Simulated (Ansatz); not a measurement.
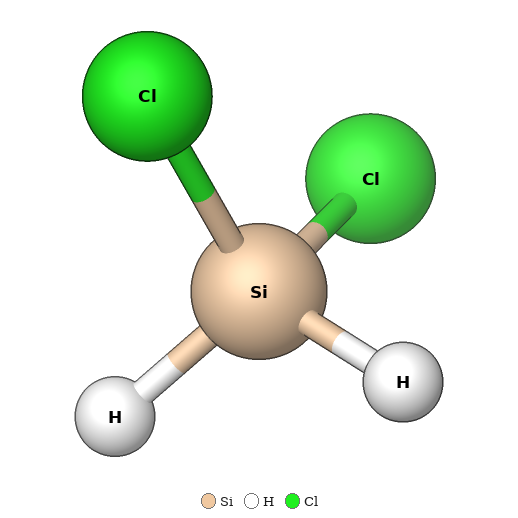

Every bond is drawn as one stick, whatever its order.

Question: Give the formula.

Answer: Cl2H2Si, 5 atoms: 2 chlorine, 2 hydrogen and 1 silicon.

Question: Give the symmetry (Schoenflies symbol).

Answer: C2v.

Question: How many atoms are distinct by symmetry?

Answer: 3: 1 Si, 2 H, 2 Cl.

More results for the same structure follow; atom numbers are the same in all pictures, views and colours differ. Computed geometry: PBE0-D4/def2-TZVP optimisation.

**Geometry**

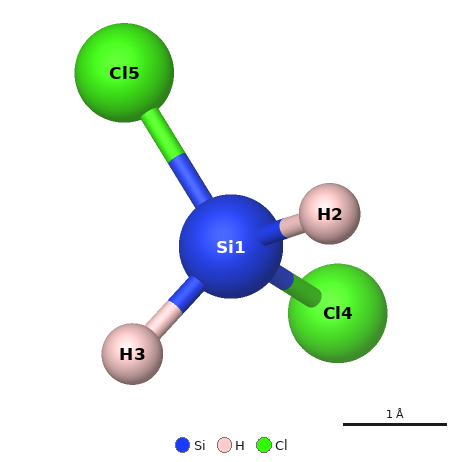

Numbered structure.

Which atoms are bonded, and how long are the bonds?

```
   bond  length (Å)
 Si1–H2       1.475
 Si1–H3       1.475
Si1–Cl4       2.040
Si1–Cl5       2.040
```

**Thermal motion**

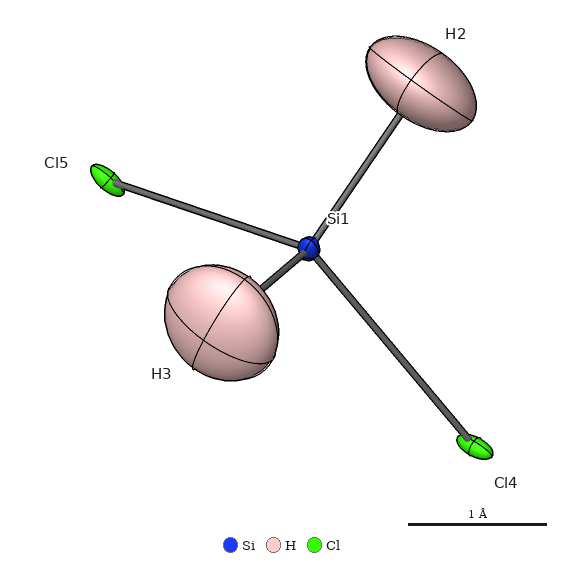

Displacement ellipsoids at the 50 % level, enlarged 2 times, from the internal vibrations of the free molecule (harmonic, no overall translation or rotation; no half-axis is drawn under 0.075 Å). Vibrations computed with RKS PBE0-D4/def2-TZVP (Ansatz 0.2.0). Temperature: 298 K.

Question: Which atom moves most?

Answer: H2, H3, with U_eq = 0.0176 Å².

Question: Does H3 move more along its bond or across it?

Answer: Across it: the root-mean-square amplitude is 0.089 Å along the bond and up to 0.152 Å across, since bending and torsion are softer than stretching.

List U_eq and the three principal root-mean-square amplitudes for each kind of atom.

```
    atom  U_eq (Å²)   rms amplitudes (Å)
     Si1     0.0010  0.014, 0.026, 0.047
  H2, H3     0.0176  0.087, 0.149, 0.152
Cl4, Cl5    0.00095  0.005, 0.018, 0.050
```

**Dipole moment**

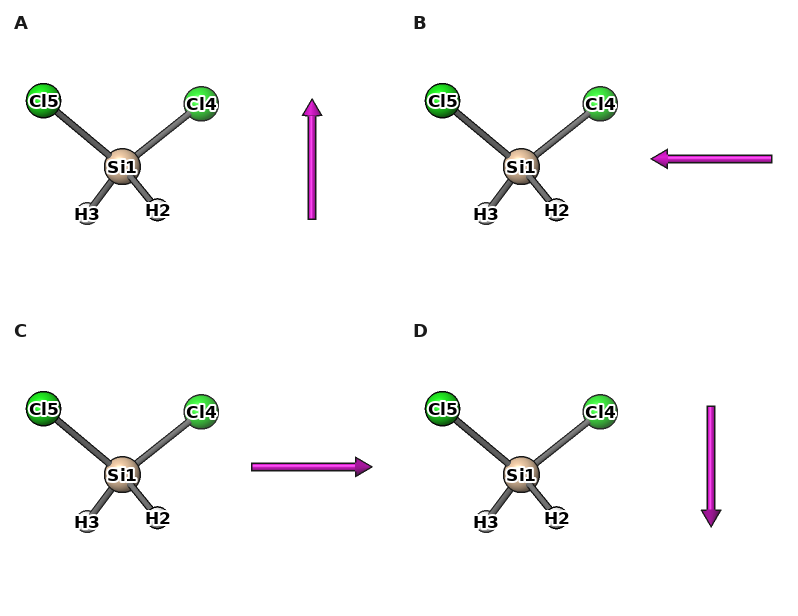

The same molecule four times, each with an arrow. Level of theory: RKS PBE0-D4/def2-TZVP (Ansatz 0.2.0).

Question: Which arrow points along the dipole moment, from the negative to the positive end?

Answer: D. The dipole moment is 1.15 D; it points from the side of Cl4, Cl5 to the side of H2, H3 (the outermost atoms at the two ends).

**Vibrations**

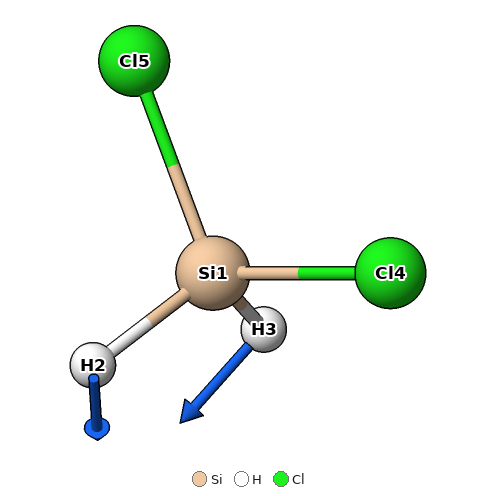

The arrows show one normal mode. Harmonic vibrations computed with RKS PBE0-D4/def2-TZVP (Ansatz 0.2.0) at a stationary point of the same level.

Question: What kind of motion is it?

Answer: Mostly H–Si–H bending.

Question: At what wavenumber does it lie?

Answer: 950 cm⁻¹; it is mode 7 of 9 counted from the lowest.
